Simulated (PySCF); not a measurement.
C₂H₉NOSi₂

Input file:

```
{"job": {"kind": "nmr", "xc": "PBE", "basis": "pcSseg-1", "solvent": "acetone", "every": 1, "pop": false}, "charge": 0, "multiplicity": 1}
Si     2.802712    -0.039515    -0.541131
O      1.354990    -0.723530    -0.295555
Si    -0.214258    -0.953456     0.035829
C     -1.505502     0.090736    -0.901474
C     -1.884041     0.722905     0.444280
N     -1.011246    -0.087412     1.291427
H      3.439001     0.082430     0.769863
H      2.614482     1.272908    -1.160362
H      3.508001    -0.963682    -1.425111
H     -0.332446    -2.400098     0.138120
H     -2.322040    -0.457386    -1.359093
H     -1.133026     0.813123    -1.621383
H     -1.657190     1.791520     0.498118
H     -2.934126     0.576154     0.715334
H     -0.731794     0.275596     2.187648
```

Run with:

```sh
OMP_NUM_THREADS=1 python ens_run.py task.json out
```

Geometry: GFN2-xTB, coordinate held.

Method: PySCF, PBE/pcSseg-1, SCF density, in a acetone solvent model, non-relativistic.

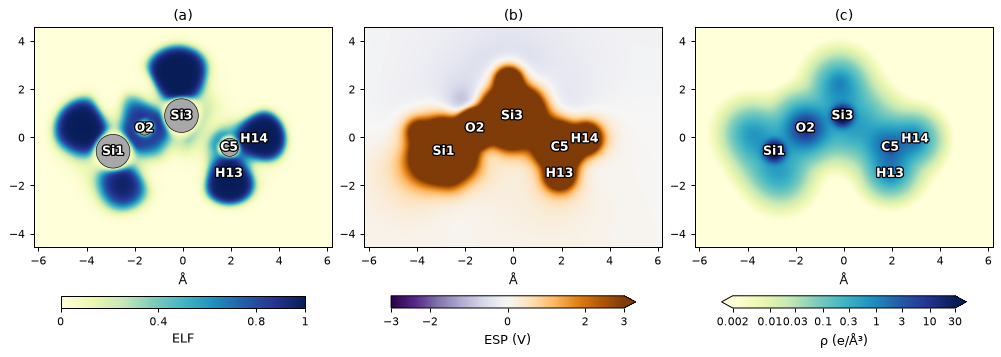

Figure 1. (a) electron localisation function; (b) molecular electrostatic potential; (c) electron density on the plane of atoms Si1, O2 and Si3. Grey discs cover the atomic cores in the ELF map.

Read the bonding off the picture.

Answer.
- The section cuts through Si, O, C and H sites.
- Si–O (1.62 Å): ρ at the midpoint is about 1.1 e/Å³; the ELF peaks at about 0.85 between the atoms; a short, strongly polar bond.
- C–H (1.09 Å): the density is about 2 e/Å³ at the midpoint; the ELF climbs to about 1 towards the hydrogen, as it does in any bond to H; a covalent bond by its length.
- The ELF also peaks beside O2, away from the bonds: lone-pair regions.
- Outside the dense part of the molecule the potential is most negative (−0.9 V) near O2.

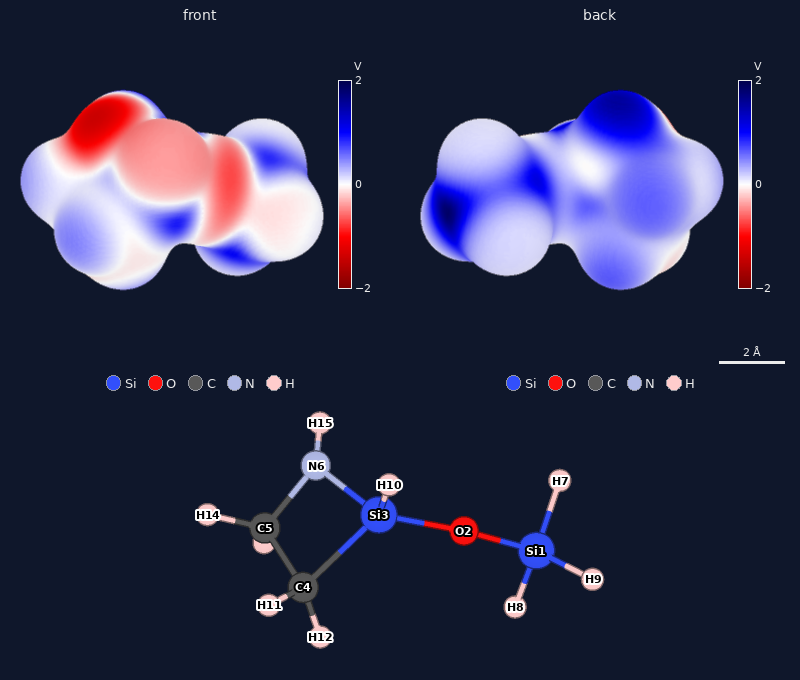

Figure 2. The molecular electrostatic potential painted on the density surface at 0.002 e/bohr³, seen from the front and from behind; the colour scale runs from red (negative) to blue (positive). The bare structure is drawn below in the same view.

Which sites attract a positive test charge, and which a negative one?

Answer. A positive charge is drawn to the negative regions and a negative charge to the positive ones. The most negative region (about −1.3 V) lies over N6, the most positive (about +1.6 V) over Si1. N6 is the likeliest acceptor of a hydrogen bond.
